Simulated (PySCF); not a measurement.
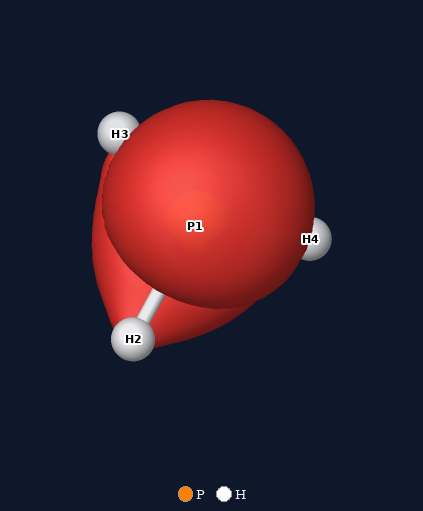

*PH3 (charge +1, doublet). Isosurface of the spin density (α minus β) at +0.03 e/Å³ (red), seen at a tilt.*

Geometry: PBE0-D3(BJ)/def2-SVP.

All numbers below come from PySCF 2.14.0, density-fitted response routines, DFT single point, gas phase, functional wB97X.

```xyz
4

P     0.0032    0.0058    0.2459
H    -0.5280    1.2582   -0.1321
H     1.3683   -0.1541   -0.0779
H    -0.8028   -1.0909   -0.1301
```

Q: Which atoms carry the spin?

A: The unpaired spin (1 electron) lies mostly on P1 (about 0.9), in electrons by Hirshfeld's partition.
